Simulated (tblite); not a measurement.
**C$_{3}$HBrClNSe: molecular dynamics (part 2 of 2)**

Continued. System: C$_{3}$HBrClNSe. Method: GFN2-xTB Langevin dynamics, gas phase (tblite 0.8.0). 

Geometry of the input (Å):
```
Cl 2.7853  -0.5063  0.6304
C  1.1934  0.0713  0.5061
C  0.0685  -0.6824  0.3328
C  -1.0768  0.1448  0.2744
Br -2.7940  -0.5849  0.0419
N  -0.9528  1.4314  0.3819
Se 0.7490  1.8889  0.5931
H  0.0364  -1.7533  0.2498
```

**Trajectory as extended XYZ, continued**
```
8
Properties=species:S:1:pos:R:3:forces:R:3 step=22 time_fs=550.0 energy=-588.82993 temperature=288.1
Cl    2.7270   -0.5011   -0.2951   -0.3336   0.0673   0.0095
C     1.0992   -0.0910    0.0161   -0.3655   0.3302   0.2815
C    -0.0139   -0.8441   -0.2211   -0.3718  -0.1207  -0.2067
C    -1.2240   -0.1894    0.2147    1.1743   0.0256  -0.4890
Br   -2.9337   -0.8995    0.0155   -0.0896  -0.2275  -0.0647
N    -1.1180    1.0084    0.7056   -0.1810  -0.1844   0.1946
Se    0.5531    1.5348    0.8198    0.4607   0.0456  -0.0394
H     0.0436   -1.7767   -0.7679   -0.2935   0.0639   0.3143
8
Properties=species:S:1:pos:R:3:forces:R:3 step=23 time_fs=575.0 energy=-588.82093 temperature=229.2
Cl    2.6897   -0.4593   -0.3181    0.4951  -0.1517  -0.2976
C     1.0797   -0.0724   -0.0751    0.0473   0.7466   0.3908
C    -0.0201   -0.7973   -0.3888   -0.0598  -0.4206   0.2150
C    -1.1588   -0.1817    0.1893   -0.3452  -0.5590  -0.4374
Br   -2.8745   -0.9109    0.0237   -0.2170  -0.2526  -0.0797
N    -1.0703    0.9115    0.8482    0.2136   0.8361   0.1817
Se    0.6045    1.5238    0.8610    0.0155  -0.5376  -0.0658
H    -0.0047   -1.7619   -0.8844   -0.1494   0.3388   0.0930
8
Properties=species:S:1:pos:R:3:forces:R:3 step=24 time_fs=600.0 energy=-588.76619 temperature=320.5
Cl    2.7237   -0.4984   -0.3127   -0.5099   0.2171  -0.1353
C     1.0726   -0.0485   -0.0816    1.4649   0.5132   0.3450
C    -0.0122   -0.7659   -0.4136   -0.6016   0.8941   0.8135
C    -1.1571   -0.1571    0.1655   -0.1179  -0.2084   0.2292
Br   -2.8166   -0.9826   -0.0057   -0.4311  -0.1428  -0.0515
N    -1.0642    0.8900    0.9139    0.1818   0.4730  -0.3663
Se    0.6159    1.5122    0.9103   -0.0841  -0.6415  -0.0674
H    -0.0721   -1.6906   -0.8840    0.0978  -1.1047  -0.7674
8
Properties=species:S:1:pos:R:3:forces:R:3 step=25 time_fs=625.0 energy=-588.75808 temperature=259.1
Cl    2.7453   -0.4824   -0.3205    0.1578   0.3574  -0.0266
C     1.1532    0.0467   -0.0072    1.0466  -0.3305  -0.1337
C     0.0887   -0.6754   -0.3998   -0.9929  -1.1929  -0.9072
C    -1.0980   -0.1715    0.1517   -0.7459   0.3209  -0.0533
Br   -2.7580   -1.0866   -0.0205    0.2866   0.2044  -0.0913
N    -1.0777    0.9400    0.8244    0.5490  -0.1890   0.1839
Se    0.6299    1.4803    0.9981   -0.3948   0.7314   0.5065
H     0.0953   -1.4899   -1.1232    0.0936   0.0982   0.5216
8
Properties=species:S:1:pos:R:3:forces:R:3 step=26 time_fs=650.0 energy=-588.76445 temperature=215.2
Cl    2.7712   -0.4412   -0.3410    0.4926   0.0101  -0.0484
C     1.1900   -0.0354    0.0288   -0.5988   0.4254  -0.1228
C     0.0824   -0.6982   -0.4237    0.3399  -0.4896  -0.0315
C    -1.0990   -0.1538    0.1216    0.5342   0.0449   0.0276
Br   -2.6819   -1.1431   -0.0366   -0.2706   0.2756  -0.0294
N    -0.9949    0.9259    0.8284   -1.2149   0.1044   0.3725
Se    0.6380    1.4976    1.0597    0.5252  -0.7425  -0.5110
H     0.0627   -1.5800   -1.0658    0.1924   0.3718   0.3429
8
Properties=species:S:1:pos:R:3:forces:R:3 step=27 time_fs=675.0 energy=-588.71011 temperature=346.8
Cl    2.8291   -0.4050   -0.3153    0.1506   0.1606   0.0414
C     1.2263    0.0243    0.0322   -0.6530  -0.8013  -0.0183
C     0.1482   -0.7731   -0.3052    0.2017   1.7149   0.7318
C    -1.0704   -0.1644    0.1337    0.6282  -0.1841   0.6637
Br   -2.6313   -1.1894   -0.0139   -0.3265   0.1466  -0.1473
N    -1.0718    0.9366    0.8399    1.3535  -0.5482  -0.4746
Se    0.6977    1.4668    1.0725   -1.1283   0.1305  -0.2741
H     0.2645   -1.7100   -0.7705   -0.2263  -0.6190  -0.5225
8
Properties=species:S:1:pos:R:3:forces:R:3 step=28 time_fs=700.0 energy=-588.68348 temperature=315.3
Cl    2.9146   -0.3190   -0.2123    0.5081  -0.1962  -0.1485
C     1.2956   -0.0540    0.1250   -1.1286  -0.3720  -0.3724
C     0.2072   -0.8125   -0.2707   -0.2509   0.8401   0.8205
C    -1.0141   -0.2204    0.2683    1.4143   0.1788  -0.6778
Br   -2.5887   -1.2406    0.0065    0.0661   0.5802   0.1693
N    -0.9258    0.9668    0.8540   -1.3770  -2.0361  -0.3792
Se    0.7135    1.4491    1.0586    0.8815   0.5942   0.1185
H     0.2505   -1.7079   -0.8914   -0.1135   0.4110   0.4696
8
Properties=species:S:1:pos:R:3:forces:R:3 step=29 time_fs=725.0 energy=-588.67088 temperature=247.2
Cl    2.9929   -0.3349   -0.1563   -0.7601  -0.0477   0.1404
C     1.3154   -0.0951    0.2032   -0.8544  -0.9065  -0.9393
C     0.2367   -0.9126   -0.1960    1.1316   1.0051   0.7012
C    -1.0035   -0.3345    0.2614    2.2172   0.2515   0.3136
Br   -2.5558   -1.2653    0.0548   -0.9574  -0.3617  -0.1337
N    -0.9667    0.7763    0.9316    0.5155   0.5380  -0.1475
Se    0.7470    1.4811    1.0540   -1.2553  -1.2136  -0.2529
H     0.3206   -1.8829   -0.7019   -0.0370   0.7349   0.3182
8
Properties=species:S:1:pos:R:3:forces:R:3 step=30 time_fs=750.0 energy=-588.63534 temperature=276.5
Cl    2.9862   -0.3120   -0.1563    2.1859  -0.2102  -0.5372
C     1.4383   -0.0140    0.1750   -3.4783  -1.5514   0.3564
C     0.3879   -0.9568    0.0049    0.4643   1.3479   0.2496
C    -0.8277   -0.4182    0.4964   -0.3660  -0.9696  -0.9702
Br   -2.5441   -1.2814    0.1253    0.8663   0.2654   0.3278
N    -0.8556    0.7490    1.0310   -0.5147   0.3167   0.2408
Se    0.7293    1.4675    1.0387    0.6321   0.8050   0.3051
H     0.4363   -1.9099   -0.4845    0.2104  -0.0039   0.0278
8
Properties=species:S:1:pos:R:3:forces:R:3 step=31 time_fs=775.0 energy=-588.65184 temperature=211.9
Cl    3.0838   -0.2648   -0.2077   -1.5641   0.0203   0.5353
C     1.3861   -0.0998    0.3082   -0.2942  -1.3762  -0.7170
C     0.3452   -1.0434    0.1298    1.4730   0.9573   0.3022
C    -0.8793   -0.4653    0.5541    0.5784  -0.6167  -0.3977
Br   -2.5093   -1.2903    0.1743   -0.2722  -0.3199   0.1257
N    -0.9117    0.6980    1.0825    0.5113   1.4037   0.1579
Se    0.7296    1.4900    1.0435   -0.5484  -0.7785   0.0316
H     0.4271   -2.0864   -0.1855    0.1162   0.7098  -0.0381
8
Properties=species:S:1:pos:R:3:forces:R:3 step=32 time_fs=800.0 energy=-588.69582 temperature=263.8
Cl    3.0091   -0.1886   -0.2015    0.3545  -0.3791  -0.0617
C     1.4170   -0.1290    0.3269   -1.0511   0.0129   0.2755
C     0.3698   -1.0199    0.2398    0.2183   0.4092  -0.6394
C    -0.8536   -0.3953    0.6241    0.0423  -0.5518  -0.3084
Br   -2.4574   -1.3170    0.1976    0.0658   0.1917   0.3339
N    -0.8605    0.8214    1.0973   -0.8608  -1.0993  -0.3223
Se    0.7395    1.4370    1.0734    1.2873   1.3374   0.4286
H     0.4197   -1.9764   -0.2614   -0.0564   0.0789   0.2938
8
Properties=species:S:1:pos:R:3:forces:R:3 step=33 time_fs=825.0 energy=-588.68458 temperature=296.6
Cl    2.9573   -0.1705   -0.1760    0.9635  -0.3653  -0.1837
C     1.3868   -0.1081    0.3522   -1.0339   0.2085   0.1328
C     0.3627   -1.0013    0.1597    0.7385   0.7483   0.5530
C    -0.8594   -0.4258    0.5757   -0.0139   0.1487  -0.1708
Br   -2.4149   -1.3428    0.2058   -0.8260  -0.4852  -0.0038
N    -0.9619    0.7693    1.0568    1.6432   0.1908   0.0842
Se    0.7701    1.4662    1.1445   -1.2776  -0.0249   0.0107
H     0.5187   -2.0097   -0.1293   -0.1937  -0.4210  -0.4225
8
Properties=species:S:1:pos:R:3:forces:R:3 step=34 time_fs=850.0 energy=-588.65337 temperature=315.5
Cl    2.9843   -0.2123   -0.1482   -0.0087  -0.0814   0.0086
C     1.3525   -0.0416    0.2994    0.7537   0.4336  -0.0009
C     0.3462   -0.9247    0.0402    1.3802  -1.1095  -1.5798
C    -0.8532   -0.4263    0.4947   -0.5663   0.8582   0.3985
Br   -2.4452   -1.3990    0.2290   -0.0151   0.2582   0.1658
N    -0.8209    0.7472    1.0553   -2.1232   0.0818   0.5559
Se    0.7184    1.5328    1.1927    0.4995  -1.1979  -0.5699
H     0.4270   -1.8064   -0.6406    0.0798   0.7571   1.0217
8
Properties=species:S:1:pos:R:3:forces:R:3 step=35 time_fs=875.0 energy=-588.67462 temperature=261.5
Cl    3.0352   -0.2458   -0.1333   -0.5436   0.5197   0.0679
C     1.3869    0.1467    0.1892    0.0752  -0.1646   0.3083
C     0.3642   -0.6949   -0.1227    0.2009  -1.2432  -0.4687
C    -0.8525   -0.3357    0.4477   -1.6603   0.1585   0.1801
Br   -2.4708   -1.4430    0.2516    0.9520   0.5404   0.0018
N    -0.9992    0.7549    1.1324    1.5546   0.0843  -0.1897
Se    0.6743    1.5409    1.2269   -0.6044  -0.0111   0.0873
H     0.4763   -1.6131   -0.6827    0.0256   0.1162   0.0130
8
Properties=species:S:1:pos:R:3:forces:R:3 step=36 time_fs=900.0 energy=-588.66253 temperature=213.4
Cl    3.0121   -0.1859   -0.0947   -1.0792   0.2911  -0.1101
C     1.3137    0.1247    0.1313   -0.3645  -0.1373   0.3218
C     0.2481   -0.6811   -0.2501    1.4202   1.2820   1.0010
C    -0.9442   -0.2746    0.4029    0.2538  -1.2107  -0.8353
Br   -2.4653   -1.4497    0.2810    0.3132   0.5727   0.0275
N    -0.9415    0.7525    1.1481   -0.2848   1.1738   0.8412
Se    0.6629    1.5580    1.2719   -0.0995  -1.2149  -0.7575
H     0.3945   -1.5200   -0.8648   -0.1592  -0.7568  -0.4886
8
Properties=species:S:1:pos:R:3:forces:R:3 step=37 time_fs=925.0 energy=-588.66130 temperature=328.8
Cl    2.8664   -0.0836   -0.1040    1.4681  -0.2070  -0.4777
C     1.2719    0.0937    0.2051   -1.7953   0.3017   0.0168
C     0.2128   -0.6718   -0.2482    1.9810  -0.5314  -0.2739
C    -0.9563   -0.2772    0.4070   -0.2155  -1.6403  -0.9536
Br   -2.4379   -1.4056    0.3436   -0.6201  -0.1863  -0.1631
N    -0.9724    0.7111    1.1824   -0.1355   2.0743   1.4001
Se    0.6338    1.5061    1.3014   -0.2067  -0.4873  -0.1084
H     0.3868   -1.5416   -0.9074   -0.4759   0.6764   0.5598
8
Properties=species:S:1:pos:R:3:forces:R:3 step=38 time_fs=950.0 energy=-588.65929 temperature=270.1
Cl    2.8559   -0.0173   -0.1716    1.2688  -0.0768  -0.3307
C     1.2642    0.0981    0.2458   -0.8541  -0.2344  -0.2389
C     0.2493   -0.7380   -0.1664    1.3352   0.6728   0.3147
C    -0.9126   -0.2857    0.4545   -1.2371  -1.9915  -0.7716
Br   -2.4028   -1.3790    0.3681   -1.0483  -0.5818  -0.2586
N    -1.0152    0.7245    1.2108    0.6657   1.2779   0.6760
Se    0.6058    1.4389    1.3256    0.2498   1.0284   0.6146
H     0.4232   -1.5885   -0.7944   -0.3801  -0.0946  -0.0056
8
Properties=species:S:1:pos:R:3:forces:R:3 step=39 time_fs=975.0 energy=-588.70066 temperature=203.6
Cl    2.9715   -0.0297   -0.2153   -1.2961   0.0855   0.2239
C     1.2709    0.1158    0.2115    0.2195  -0.2659   0.1330
C     0.2317   -0.7484   -0.0776    1.6088   1.1076   0.0963
C    -0.9542   -0.3280    0.4974   -0.8711  -0.5929   0.2245
Br   -2.4691   -1.4038    0.3934   -0.5373  -0.2649  -0.1844
N    -1.0146    0.7246    1.2461    0.0700   0.1394   0.0437
Se    0.5762    1.4230    1.3335    0.9060   1.1790   0.3741
H     0.3843   -1.5779   -0.6756   -0.0997  -1.3877  -0.9111
8
Properties=species:S:1:pos:R:3:forces:R:3 step=40 time_fs=1000.0 energy=-588.72617 temperature=215.7
Cl    2.9358   -0.0443   -0.2271   -0.4368   0.0229   0.0480
C     1.2973    0.0737    0.2402   -0.0589   0.7050   0.3528
C     0.2628   -0.7626   -0.0589    1.8433  -2.2904  -1.3102
C    -0.8935   -0.4338    0.5648   -2.8962   1.0604   1.1614
Br   -2.5499   -1.4161    0.4345    0.6293   0.0752  -0.1269
N    -1.0096    0.6605    1.2765    0.9567  -0.2150  -0.2751
Se    0.5906    1.4677    1.3226   -0.0017  -0.1469  -0.0874
H     0.3727   -1.7156   -0.6090   -0.0356   0.7888   0.2374
```

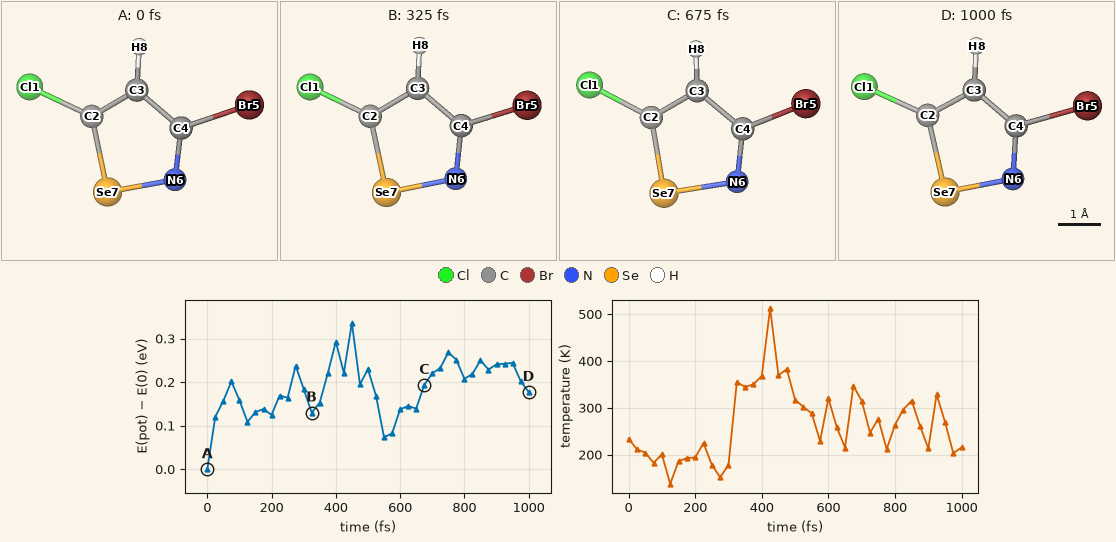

**Figure 1.** Frames of the molecular dynamics (ball-and-stick, seen at a tilt) above the curves, on which the letters mark them. The trajectory kept here has 41 frames over 1000 fs. The temperature starts at 234 K, ranges from 138 to 513 K and averages 271 K over the second half. The potential energy ends 0.177 eV above its first value. After an unweighted best fit of the last frame on the first, the root-mean-square displacement is 0.05 Å.

**Key numbers**

```csv
quantity,value
outcome,finished
mean temperature over the second half,271 K
trajectory,"41 frames kept, 1000 fs"
wall time,20 s
peak memory,0.18 GiB
```
